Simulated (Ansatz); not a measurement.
# Phonon calculation of CH₇F₂NSi₂

- system: CH₇F₂NSi₂, SMILES C[Si](F)(F)[SiH2]N
- method: RKS B3LYP-D4/def2-SVP (Ansatz 0.2.0)

It belongs to a series of runs on one base structure; here: vibrations at the highest image of the band. Figures and captions count atoms from 1; the log counts them from 0 in places.

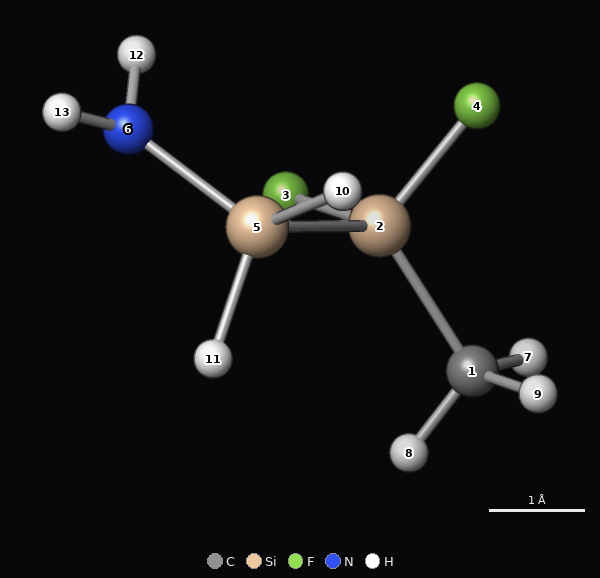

Fig. 1: The structure (ball-and-stick view, seen at a tilt; atoms are numbered from 1 in the order of the input). Bond lengths as drawn: C–H 1.10 Å, C–Si 1.86 Å, F–Si 1.63 Å, H–N 1.01 to 1.02 Å, H–Si 1.50 Å, N–Si 1.73 Å and Si–Si 2.35 Å.

The input:
```yaml
crystal:
  periodic: [false, false, false]
  atoms:
    - { symbol: C, position_ang: [0.082043, -2.318343, 0.265416] }
    - { symbol: Si, position_ang: [-0.256616, -0.697791, -0.583296] }
    - { symbol: F, position_ang: [-1.86808, -0.526043, -0.769967] }
    - { symbol: F, position_ang: [0.33432, -0.778435, -2.102298] }
    - { symbol: Si, position_ang: [0.570387, 1.251106, 0.442271] }
    - { symbol: "N", position_ang: [-0.519765, 2.531535, 0.023958] }
    - { symbol: H, position_ang: [-0.318937, -3.155304, -0.329719] }
    - { symbol: H, position_ang: [-0.387442, -2.343774, 1.262025] }
    - { symbol: H, position_ang: [1.165971, -2.474817, 0.39198] }
    - { symbol: H, position_ang: [2.002037, 1.414116, 0.018979] }
    - { symbol: H, position_ang: [0.600848, 1.06845, 1.925961] }
    - { symbol: H, position_ang: [-1.017689, 2.506827, -0.860018] }
    - { symbol: H, position_ang: [-0.36658, 3.487775, 0.329407] }
basis:
  gaussian: { orbitals: def2-SVP }
hamiltonian:
  xc: b3lyp
  dispersion: d4
phonons: {}
```

Hardware: 2 threads of Arm Neoverse V1, 24 GiB of memory available, shared host.

Run as:
```bash
ansatz run input.yaml --threads 2 --pin off --max-ram 3072MiB --backend cpu --events-out ev --progress --plain --runs-dir out
```

The program's output:
```
Engine: ansatz 0.2.0, aarch64-unknown-linux-gnu
Functional definition: B3LYP
  parameter a0 = 0.2
  parameter ax = 0.72
  parameter ac = 0.81
  exchange = (1 - a0 - ax)*slater_x + ax*b88_x + a0*exact_x
  correlation = (1 - ac)*vwn_rpa_c + ac*lyp_c
1321 factors; integrals over basis functions are off by at most 4.5e-4 eV
mean field evaluation 1: about -23812.2404 eV, gradient 7.8e1 eV
mean field evaluation 2: about -23796.8038 eV, gradient 1.1e2 eV
mean field evaluation 4: about -23824.1358 eV, gradient 5.3e0 eV
mean field evaluation 8: about -23824.2129 eV, gradient 1.0e-1 eV
mean field -23824.21290404 eV, -875.5236755918 hartree, gradient 6.8e-5 eV, S^2 0.000000; 0 other end points of the search recorded, 0 dependent functions left out
the calculation of the forces begins
reference -23824.21319026 eV, -875.5236861102 hartree; 33, 33 occupied and 94, 94 virtual orbitals, 1321 factors
these checks for a lower state are left out or cut short: stability, starts, cluster_reference, orbital_swaps, neighbouring_geometries, increment
1321 factors; integrals over basis functions are off by at most 4.5e-4 eV
mean field evaluation 16: about -23824.2025 eV, gradient 1.4e-1 eV
mean field -23824.21275612 eV, -875.5236701562 hartree, gradient 1.5e-6 eV, S^2 0.000000; 0 other end points of the search recorded, 0 dependent functions left out
[... from here on the field's lines of each further geometry are left out, up to the last ...]
the calculation of the forces begins
reference -23824.21319033 eV, -875.5236861130 hartree; 33, 33 occupied and 94, 94 virtual orbitals, 1321 factors
these checks for a lower state are left out or cut short: stability, starts, cluster_reference, orbital_swaps, neighbouring_geometries, increment
1321 factors; integrals over basis functions are off by at most 4.5e-4 eV
mean field -23824.21285962 eV, -875.5236739597 hartree, gradient 2.1e-6 eV, S^2 0.000000; 0 other end points of the search recorded, 0 dependent functions left out
the calculation of the forces begins
reference -23824.21314583 eV, -875.5236844777 hartree; 33, 33 occupied and 94, 94 virtual orbitals, 1321 factors
WARN: phonons: modes at or below zero, which the zero-point energy, F, S and C_V leave out: 1, the lowest at -63.61 cm⁻¹. A minimum has none, and a first-order saddle one
Total energy: -23824.69071220 eV, -875.5412347180 hartree
Atom 0 at     0.082043    -2.318343     0.265416 Å, force     0.002916    -0.006323    -0.005483 eV/Å
Atom 1 at    -0.256616    -0.697791    -0.583296 Å, force     0.001227     0.009209     0.002722 eV/Å
Atom 2 at    -1.868080    -0.526043    -0.769967 Å, force    -0.001894    -0.000797     0.000225 eV/Å
Atom 3 at     0.334320    -0.778435    -2.102298 Å, force     0.004655    -0.002786     0.008174 eV/Å
Atom 4 at     0.570387     1.251106     0.442271 Å, force    -0.006081    -0.014953    -0.013770 eV/Å
Atom 5 at    -0.519765     2.531535     0.023958 Å, force    -0.013526     0.009181    -0.019653 eV/Å
Atom 6 at    -0.318937    -3.155304    -0.329719 Å, force     0.001140     0.002894     0.006717 eV/Å
Atom 7 at    -0.387442    -2.343774     1.262025 Å, force     0.002080     0.003858    -0.005095 eV/Å
Atom 8 at     1.165971    -2.474817     0.391980 Å, force    -0.008833     0.003637    -0.003252 eV/Å
Atom 9 at     2.002037     1.414116     0.018979 Å, force     0.000286     0.007895     0.006882 eV/Å
Atom 10 at     0.600848     1.068450     1.925961 Å, force     0.006033     0.003714     0.005359 eV/Å
Atom 11 at    -1.017689     2.506827    -0.860018 Å, force    -0.000514    -0.000873     0.010099 eV/Å
Atom 12 at    -0.366580     3.487775     0.329407 Å, force     0.012513    -0.014657     0.007074 eV/Å
Dipole moment:     0.137441     0.137400     0.239429 e Å
Vibrations: -63.61 71.75 120.33 136.54 149.56 191.14 221.22 278.42 307.89 330.92 436.20 511.63 690.01 716.11 754.95 766.98 791.46 851.19 872.59 927.58 930.28 992.92 1277.03 1424.14 1427.24 1547.93 2154.99 2198.60 3029.86 3123.30 3127.62 3568.85 3662.07 cm⁻¹, zero-point energy 2.330363 eV
```

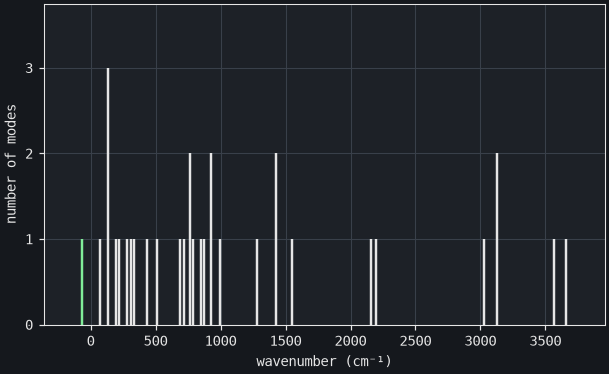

Fig. 2: Harmonic vibrational wavenumbers from the force constants; neighbouring modes closer than 17 cm⁻¹ are counted in one stick, and imaginary ones are drawn at negative wavenumbers. 33 modes from 64i to 3662 cm⁻¹, 1 imaginary beyond 8i (64i cm⁻¹): not a clean minimum; so soft a mode can be a shallow saddle, an incomplete relaxation or noise of the force constants.

Results in brief:

| quantity | value |
| --- | --- |
| outcome | converged |
| total energy | −23824.6907 eV |
| mean-field energy | −23824.2132 eV |
| largest force (length of the vector) | 0.026 eV/Å |
| wall time | 3.4 min (CPU time 6.6 min) |
| peak memory | 0.31 GiB |
